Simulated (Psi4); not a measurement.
# UB3LYP/6-31G(d) (spherical functions) run of SiPH4Cl+ (SMILES [PH2+][SiH2]Cl)

What is the energy change on altering one bond length of SiPH4Cl+ at UB3LYP/6-31G* (spherical functions)? 

Program for the calculation: Psi4 1.11.

## Step 1: Starting point

The species is SiPH4Cl+ (7 atoms), meant as a doublet with charge +1. As SMILES, `[PH2+][SiH2]Cl`. The shape is that of a GFN2-xTB optimisation. This is one conformer, not always the lowest.

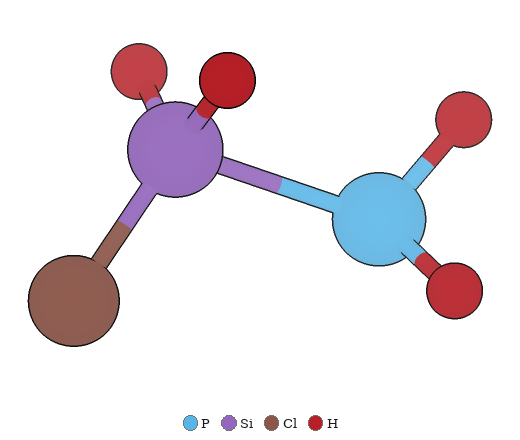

The structure, seen from a chosen angle (phosphorus blue, silicon purple, chlorine brown, hydrogen red).

## Step 2: Energy and forces at UB3LYP/6-31G(d) (spherical functions)

Input file clh4psi.xyz:

```xyz
7
ClH4PSi
P     -1.298530     0.216930    -0.350690
Si     0.906470    -0.130240     0.590350
Cl     0.948810    -1.918810     1.392180
H     -1.688430    -0.641210    -1.373930
H     -1.405610     1.409140    -1.058760
H      0.913740     1.027050     1.473130
H      1.623550     0.037150    -0.672280
```

Input file run.py:

```python
import numpy as np
from ase.calculators.psi4 import Psi4
from ase.io import read

mol = read('clh4psi.xyz')
calc = Psi4(atoms=mol, method='b3lyp', basis='6-31G*', memory='1600MB', num_threads=1, charge=1, multiplicity=2, label='calc', reference='uks')
calc.psi4.set_options({'puream': True, 'e_convergence': 1e-09, 'd_convergence': 1e-08, 'scf_type': 'pk', 'dft_radial_points': 99, 'dft_spherical_points': 590, 'maxiter': 200})
mol.calc = calc

forces = mol.get_forces()
print(f'energy: {mol.get_potential_energy():.6f} eV')
print('forces / eV A^-1')
print(np.round(forces, 5))
```

Command:

```console
$ python run.py
```

calc.dat:

```text
[...]
  Running in c1 symmetry.
[...]
  Nuclear repulsion =  190.839193235565489
[...]
  Multiplicity = 2
[...]
  Nalpha       = 25
  Nbeta        = 24
[...]
    Number of basis functions: 62
[...]
   @UKS iter   1: -1093.12634298617741    9.29749e-02   2.67594e-03 ADIIS/DIIS
[...]
   @UKS iter  12: -1093.14510647292173   -2.72848e-12   4.99111e-09 DIIS
[...]
   @S^2 Observed:                7.528092273E-01
[...]
    Orbital Energies [Eh]
    ---------------------
    Alpha Occupied:
       1A   -101.725665     2A    -77.333627     3A    -66.384865
       4A     -9.661225     5A     -7.422094     6A     -7.415637
       7A     -7.414610     8A     -6.824633     9A     -5.545851
      10A     -4.990770    11A     -4.983200    12A     -4.981455
      13A     -3.906787    14A     -3.903398    15A     -3.900415
      16A     -1.047294    17A     -0.903580    18A     -0.753937
      19A     -0.645836    20A     -0.609929    21A     -0.607623
      22A     -0.593230    23A     -0.536069    24A     -0.521361
      25A     -0.504210
    Alpha Virtual:
[...]
  @UKS Final Energy: -1093.14510647292173
   => Energetics <=
    Nuclear Repulsion Energy =            190.8391932355654887
    One-Electron Energy =               -1880.0796542202413093
    Two-Electron Energy =                 655.4795656309911465
    DFT Exchange-Correlation Energy =     -59.3842111192371007
    Empirical Dispersion Energy =           0.0000000000000000
    VV10 Nonlocal Energy =                  0.0000000000000000
    Total Energy =                      -1093.1451064729217251
[...]
 Multipole Moments:
 ------------------------------------------------------------------------------------
     Multipole            Electronic (a.u.)      Nuclear  (a.u.)        Total (a.u.)
 ------------------------------------------------------------------------------------
 L = 1.  Multiply by 2.5417464519 to convert [e a0] to [Debye]
 Dipole X            :         -0.3451373           -0.5270157           -0.8721529
 Dipole Y            :         -3.1354127            4.5007117            1.3652990
 Dipole Z            :          2.3559287           -3.5102758           -1.1543472
 Magnitude           :                                                    1.9892736
[...]
  -Total Gradient:
     Atom            X                  Y                   Z
    ------   -----------------  -----------------  -----------------
       1       -0.008100180309     0.002686207001    -0.003409051006
       2        0.012465908769    -0.021642888281     0.011598035626
       3       -0.001735545875     0.021712954298    -0.010337628019
       4        0.003585568563     0.010683795157     0.003242752362
       5        0.000657782216    -0.011987458621     0.000272554480
       6       -0.002367089864    -0.002863718473    -0.006557516804
       7       -0.004507471739     0.001409763820     0.005190886851
[...]
```

Standard output:

```text
energy: -29745.993473 eV
forces / eV A^-1
[[ 0.41653 -0.13813  0.1753 ]
 [-0.64102  1.11292 -0.59639]
 [ 0.08925 -1.11652  0.53158]
 [-0.18438 -0.54938 -0.16675]
 [-0.03382  0.61642 -0.01402]
 [ 0.12172  0.14726  0.3372 ]
 [ 0.23178 -0.07249 -0.26693]]
```

Wall time 11 s (1 thread of AMD EPYC 9R45 (Zen 5), shared host); peak memory 0.82 GiB.

## Step 3: The distorted shape, same level

Input file clh4psi.dat:

```
memory 1.6 GB

molecule mol {
  1 2
  P     -3.062574     0.494673    -1.103541
  Si     0.906470    -0.130240     0.590350
  Cl     0.948810    -1.918810     1.392180
  H     -3.452474    -0.363467    -2.126781
  H     -3.169654     1.686883    -1.811611
  H      0.913740     1.027050     1.473130
  H      1.623550     0.037150    -0.672280
  symmetry c1
}

set globals {
  reference            uks
  puream               true
  e_convergence        1e-09
  d_convergence        1e-08
  scf_type             pk
  dft_radial_points    99
  dft_spherical_points 590
  maxiter              200
}

e, wfn = gradient('b3lyp/6-31G*', return_wfn=True)
oeprop(wfn, 'DIPOLE', 'MULLIKEN_CHARGES', 'LOWDIN_CHARGES')
print_variables()
```

Command:

```console
$ psi4 -i clh4psi.dat -o clh4psi.out -n 1
```

clh4psi.out (excerpt; [...] marks lines left out):

```text
[...]
  Running in c1 symmetry.
[...]
  Nuclear repulsion =  152.925913438735478
[...]
  Multiplicity = 2
[...]
  Nalpha       = 25
  Nbeta        = 24
[...]
    Number of basis functions: 62
[...]
   @UKS iter   1: -1093.04985596684833   -1.06811e-01   3.37216e-03 ADIIS/DIIS
[...]
   @UKS iter  15: -1093.09033341987652   -1.59162e-12   7.08098e-09 DIIS
[...]
   @S^2 Observed:                7.552645854E-01
[...]
  @UKS Final Energy: -1093.09033341987652
   => Energetics <=
    Nuclear Repulsion Energy =            152.9259134387354777
    One-Electron Energy =               -1804.8514842893273453
    Two-Electron Energy =                 618.1477338050631261
    DFT Exchange-Correlation Energy =     -59.3124963743477878
    Empirical Dispersion Energy =           0.0000000000000000
    VV10 Nonlocal Energy =                  0.0000000000000000
    Total Energy =                      -1093.0903334198765151
[...]
  -Total Gradient:
     Atom            X                  Y                   Z
    ------   -----------------  -----------------  -----------------
       1       -0.012713782487     0.005554015385    -0.025744842800
       2       -0.012268592217    -0.009854167637     0.004665226117
       3        0.004962608940     0.010714110623    -0.004124977723
       4        0.004387100907     0.005407572117     0.012655541319
       5        0.002556597397    -0.010067108344     0.010538588685
       6        0.008781111455    -0.004320723029    -0.006277543312
       7        0.004293981766     0.002565620068     0.008289378127
[...]
 Multipole Moments:
 ------------------------------------------------------------------------------------
     Multipole            Electronic (a.u.)      Nuclear  (a.u.)        Total (a.u.)
 ------------------------------------------------------------------------------------
[...]
  Mulliken Charges: (a.u.)
   Center  Symbol    Alpha    Beta     Spin     Total
       1     P     7.89831  7.02043  0.87788  0.08126
       2    SI     6.78101  6.61363  0.16738  0.60537
       3    CL     8.47935  8.47061  0.00875  0.05004
       4     H     0.45167  0.47940 -0.02773  0.06893
       5     H     0.45255  0.48041 -0.02786  0.06704
       6     H     0.46705  0.46726 -0.00021  0.06569
       7     H     0.47006  0.46827  0.00179  0.06167
   Total alpha = 25.00000, Total beta = 24.00000, Total charge =  1.00000
  Lowdin Charges: (a.u.)
[...]
```

It took 12 s on 1 thread of AMD EPYC 9R45 (Zen 5), shared host; peak memory 0.73 GiB.

## Step 4: Results

Level: UB3LYP/6-31G* (spherical functions).

```
                                                          quantity           value
                                         first shape: total energy  -1093.14511 Eh
                   first shape: HOMO energy (highest over α and β)       -13.72 eV
                    first shape: LUMO energy (lowest over α and β)       -10.56 eV
                                                 first shape: ⟨S²⟩           0.753
                             first shape: largest force on an atom      1.416 eV/Å
                                     distorted shape: total energy  -1093.09033 Eh
               distorted shape: HOMO energy (highest over α and β)       -11.04 eV
                distorted shape: LUMO energy (lowest over α and β)        -9.53 eV
                                             distorted shape: ⟨S²⟩           0.755
                         distorted shape: largest force on an atom      1.504 eV/Å
energy change with the P1–Si2 bond stretched from 2.422 to 4.360 Å        1.490 eV
```

**Reading.** With the P1–Si2 bond stretched from 2.422 to 4.360 Å the energy rises by 1.49 eV (34 kcal/mol). The first shape isn't relaxed at this level, so the change isn't measured from a minimum. The largest force (first shape) is 1.42 eV/Å: the shape isn't a stationary point for this species at this level.
